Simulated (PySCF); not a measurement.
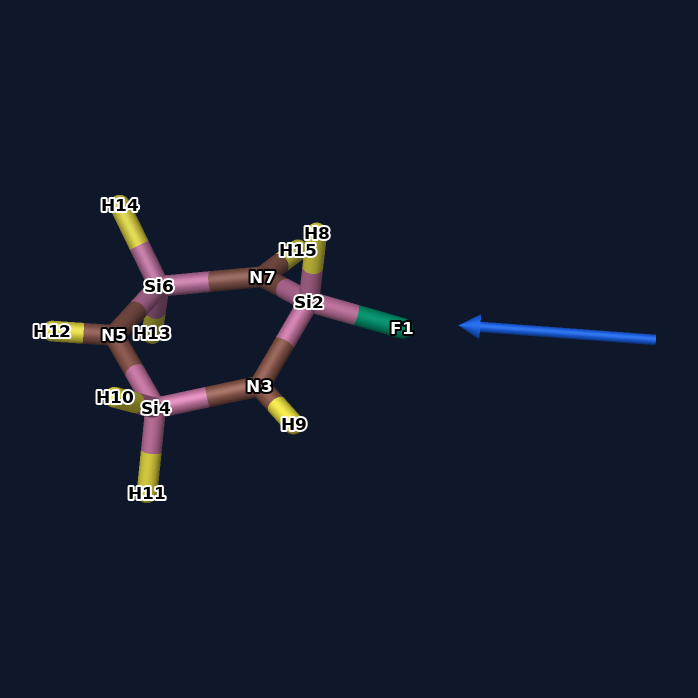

The arrow beside the molecule shows the direction of the dipole moment, from the negative to the positive end (its length means nothing). Computed geometry: GFN2-xTB optimisation. No frequency run is at hand to confirm it as a minimum. Method: CAM-B3LYP/def2-SVPD, gas phase (PySCF 2.14.0).

Estimate the dipole moment.

Answer. 1.77 D; it points from the side of F1 to the side of H12 (the outermost atoms at the two ends).

The geometry is semi-empirical. Around Si such bond lengths and angles can be off by a tenth of an ångström or more and by several degrees, and values that hang on the shape move with them.
